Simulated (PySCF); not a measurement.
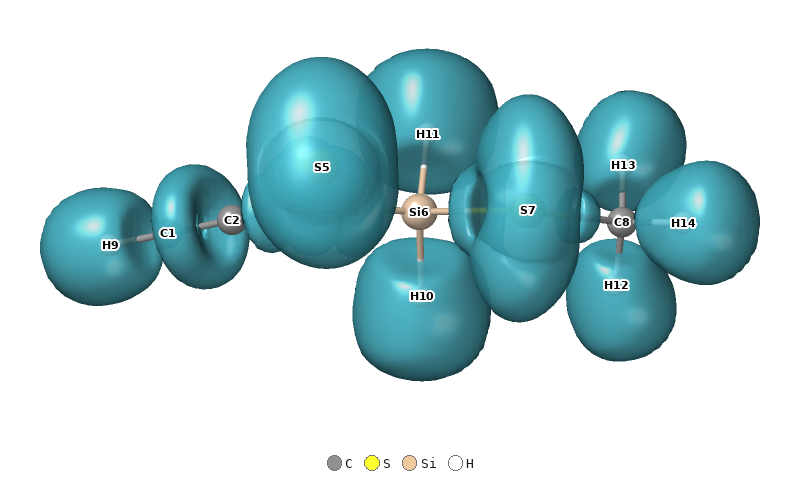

C5H6S2Si. Isosurface of the ELF at 0.8 (cyan), seen from one side. Core shells and regions of very low density are left out.

Geometry: GFN2-xTB.

Computed with CAM-B3LYP/def2-SVPD, SCF density, gas phase in PySCF 2.14.0.

```yaml
atoms:
  - { symbol: C, position_ang: [-3.5278, -1.2773, -0.5345] }
  - { symbol: C, position_ang: [-2.6520, -0.4677, -0.3948] }
  - { symbol: C, position_ang: [-1.5826, 0.4268, -0.2303] }
  - { symbol: C, position_ang: [-1.7010, 1.7030, 0.0054] }
  - { symbol: S, position_ang: [-1.7131, 3.2291, 0.2923] }
  - { symbol: Si, position_ang: [0.1289, -0.3602, -0.3998] }
  - { symbol: S, position_ang: [1.5659, 1.0994, 0.2148] }
  - { symbol: C, position_ang: [3.0769, 0.1019, 0.0384] }
  - { symbol: H, position_ang: [-4.3136, -1.9609, -0.6517] }
  - { symbol: H, position_ang: [0.2138, -1.5270, 0.4780] }
  - { symbol: H, position_ang: [0.3822, -0.7336, -1.7925] }
  - { symbol: H, position_ang: [3.0229, -0.7620, 0.6928] }
  - { symbol: H, position_ang: [3.1923, -0.2092, -0.9948] }
  - { symbol: H, position_ang: [3.9066, 0.7372, 0.3294] }
```

**Identify the bonds, lone pairs and shells in this picture.**

The ELF exceeds this value in three regions between bonded C–C atoms (shared pairs), two regions between bonded C–S atoms (shared pairs), one region between bonded C–Si atoms (shared pairs), six regions around hydrogen nuclei, one region on S in which the atom's valence shell and bonds are merged and one ring or bowl of non-bonding electrons around S. Profiles from the grid: C–C (1.20 Å): the ELF peaks at about 0.80 between the atoms (a multiple bond). C–S (1.55 Å): the ELF peaks at about 0.90 between the atoms: localised, covalent bonding.
